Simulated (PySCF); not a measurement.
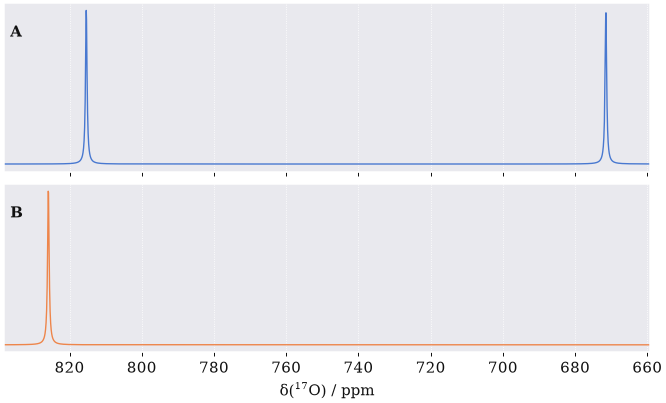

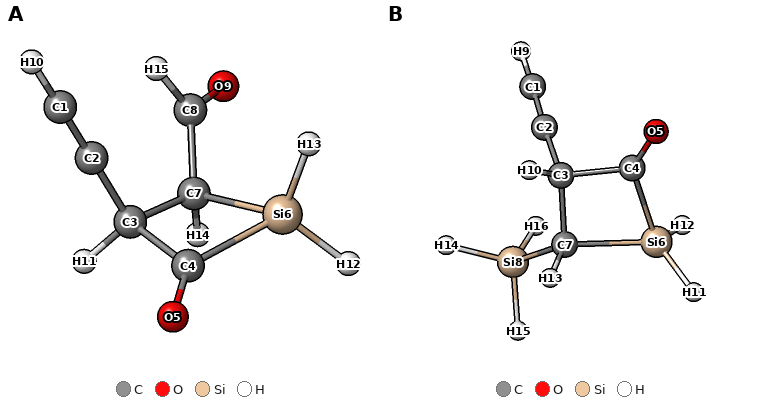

Related molecules: A is C₆H₆O₂Si, SMILES C#C[C@@H]1C(=O)[SiH2][C@@H]1C=O; B is C₅H₈OSi₂, SMILES C#C[C@@H]1C(=O)[SiH2][C@@H]1[SiH3]. GIAO ¹⁷O shifts against H₂O (¹⁷O: a single water molecule, while the usual scale starts at liquid water and gives values some tens of ppm lower), PBE0/pcSseg-1 in PySCF, at a GFN2-xTB geometry (no frequency check); fully decoupled, line heights follow the number of nuclei within a panel, widths are arbitrary (no quadrupolar broadening); values of one conformer, averaged over methyl-type rotors and exact or near symmetry; other conformers aren't averaged in.

> Assign the ¹⁷O signals of each molecule.

A: 815.4 (O5); 671.5 (O9)
B: 825.9 (O5)

Caveats, for all or some of the runs: the tight-binding geometry is rougher than a DFT one and adds to the error.
